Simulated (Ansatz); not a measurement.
## Electronic structure of C4H8AlNO in real space

Input file:

```
crystal:
  periodic: [false, false, false]
  atoms:
    - {symbol: C, position_ang: [0.386994, -1.963402, 0.962478]}
    - {symbol: C, position_ang: [0.460569, 2.330415, 2.449805]}
    - {symbol: C, position_ang: [-0.994444, 1.482402, -0.531773]}
    - {symbol: C, position_ang: [-1.231211, 0.372613, -1.433317]}
    - {symbol: Al, position_ang: [-0.024662, 0.971306, 1.140626]}
    - {symbol: "N", position_ang: [-1.391656, -0.554664, -2.114541]}
    - {symbol: O, position_ang: [0.390660, -0.640139, 1.421274]}
    - {symbol: H, position_ang: [1.421490, -2.343571, 0.884421]}
    - {symbol: H, position_ang: [-0.093424, -2.065241, -0.026114]}
    - {symbol: H, position_ang: [-0.149987, -2.613886, 1.676130]}
    - {symbol: H, position_ang: [-0.138979, 3.251048, 2.356876]}
    - {symbol: H, position_ang: [1.520387, 2.618466, 2.329076]}
    - {symbol: H, position_ang: [0.350954, 1.949501, 3.478797]}
    - {symbol: H, position_ang: [-1.955983, 1.947245, -0.248037]}
    - {symbol: H, position_ang: [-0.414784, 2.269336, -1.047080]}
basis:
  gaussian: {orbitals: def2-SVPD}
hamiltonian: {xc: pbe0}
output: {forces: true, orbitals: {seedname: orbitals}}
```

Launched as:

```sh
ansatz run input.yaml --threads 2 --pin off --max-ram 5220MiB --events-out events.jsonl --progress --plain --runs-dir runs
```

Geometry: B3LYP/def2-SVP.

Method: isolated molecule in a Gaussian basis; Kohn-Sham density functional theory, functional PBE0 in Ansatz 0.2.0.

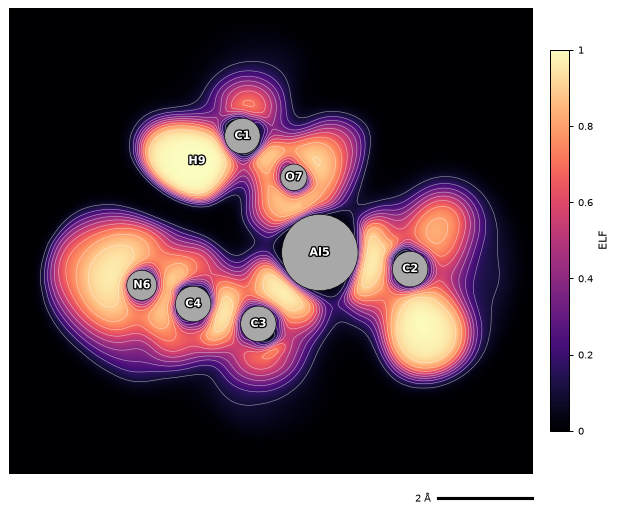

Figure 1. Electron localisation function on the plane of atoms C2, Al5 and O7. Grey discs cover the atomic cores.

Read the bonding off the picture.

Answer. The plane passes through C, Al, N, O and H nuclei. C–N (1.16 Å): the ELF peaks at about 0.85 between the atoms; a short, multiple covalent bond. C–O (1.40 Å): the ELF peaks at about 0.90 between the atoms (a shared but strongly polarised pair). C–C (1.45 Å): the ELF peaks at about 0.95 between the atoms; localised, covalent bonding. Al–O (1.69 Å): the ELF peaks at about 0.85 in the valence shell of O, 0.7 Å from its nucleus, and is about 0.25 at the midpoint. C–Al (1.95 Å): the ELF peaks at about 0.95 between the atoms: a polar covalent bond. The ELF also peaks beside N6 and O7, away from the bonds: lone-pair regions.

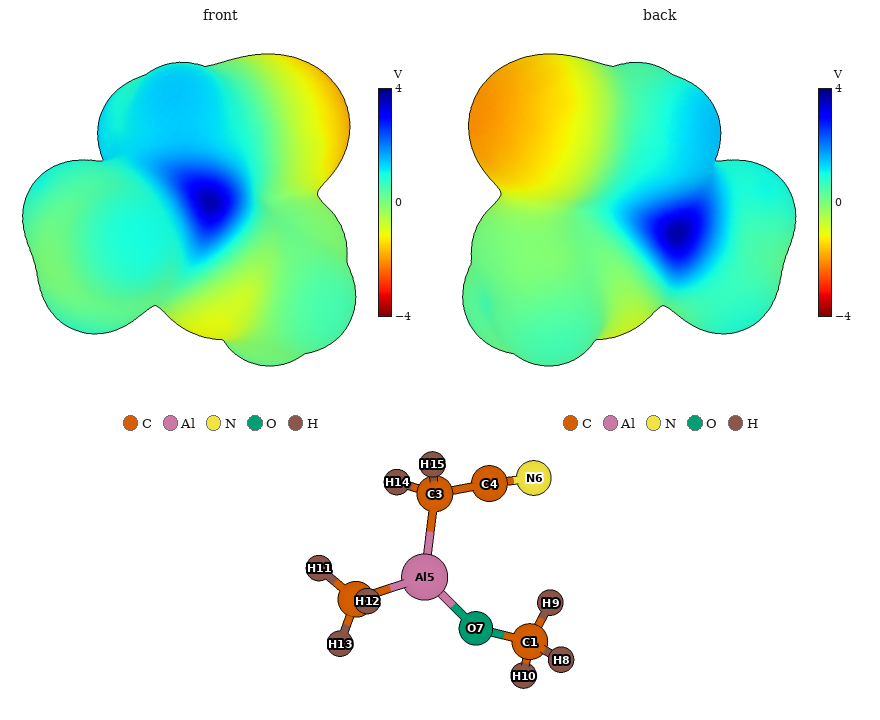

Figure 2. The molecular electrostatic potential painted on the density surface at 0.002 e/bohr³, seen from the front and from behind; red is negative and blue positive. The bare structure is drawn below in the same view.

Where is the surface potential most negative and most positive?

Answer. The most negative region (about −2.0 V) lies over N6, the most positive (about +3.5 V) over Al5. N6 is the likeliest acceptor of a hydrogen bond.

What dipole moment does the calculation give?

Answer. Its dipole moment is 4.09 D.

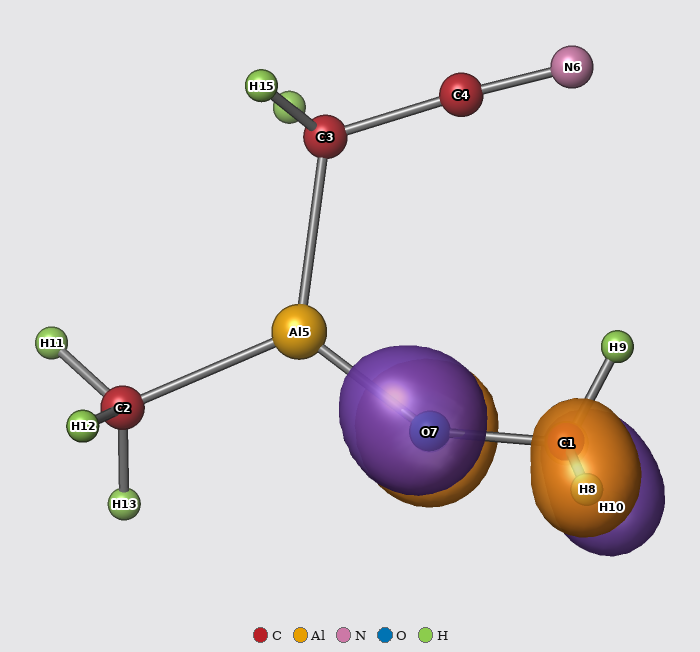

Figure 3. The HOMO−1 at ±0.2 Å⁻³ᐟ² (orange and purple are the two phases), seen across its widest extent.

Describe this orbital and give its energy.

Answer. Its weight (Hirshfeld) is mainly on O7 (about 55 %), C1 (about 15 %), H10 (about 10 %) and H8 (about 10 %). Its energy is −8.31 eV.
